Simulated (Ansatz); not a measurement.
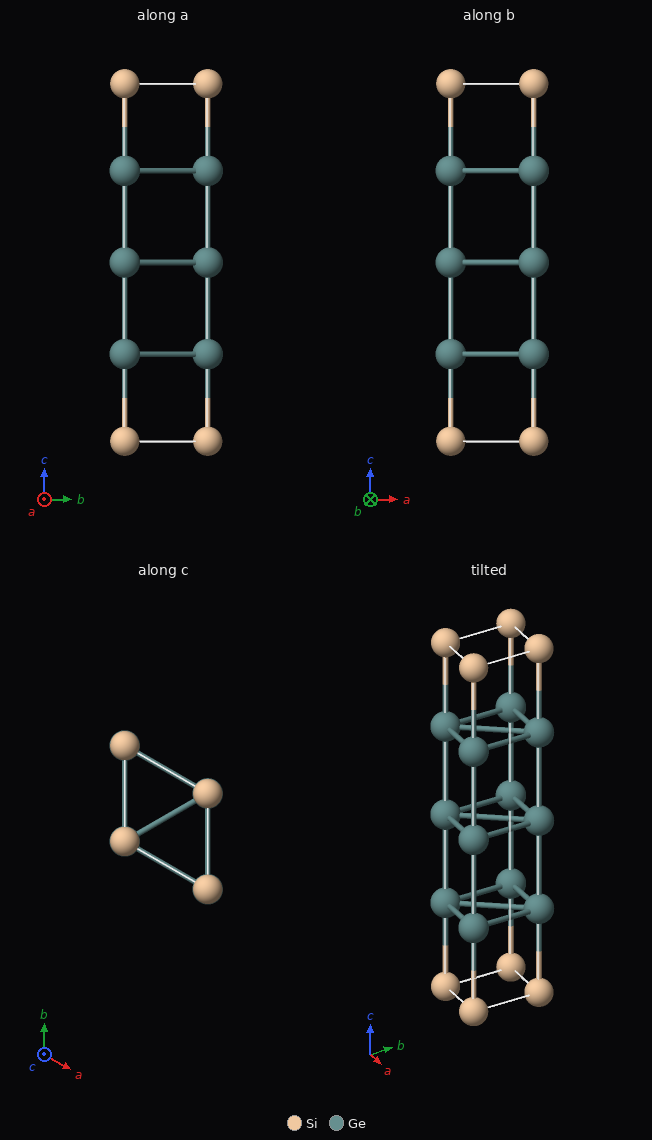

This ball-and-stick model is shown along the a axis, along the b axis, along the c axis and slightly off an axis. The conventional unit cell is outlined; an atom on or near a face, edge or corner is repeated at each equivalent position.

Lattice parameters: a = 2.829 Å, b = 2.829 Å, c = 10.556 Å, α = 90.00°, β = 90.00°, γ = 120.00°. Put a along x and b in the xy plane.

**From the views, write a POSCAR file, with free fractional coordinates to two decimals.**

```
Si Ge
1.0
     2.829    0.000    0.000
    -1.414    2.450    0.000
     0.000    0.000   10.556
Si Ge
1 3
Direct
  0.00 0.00 0.00
  0.00 0.00 0.24
  0.00 0.00 0.50
  0.00 0.00 0.76
```

The structure comes from a structure type filled with these elements by a generator (whether the compound takes this form wasn't checked). The final geometry of a relaxation with DFT PBE, scalar-relativistic, plane waves, PAW in Ansatz 0.2.0 is shown.
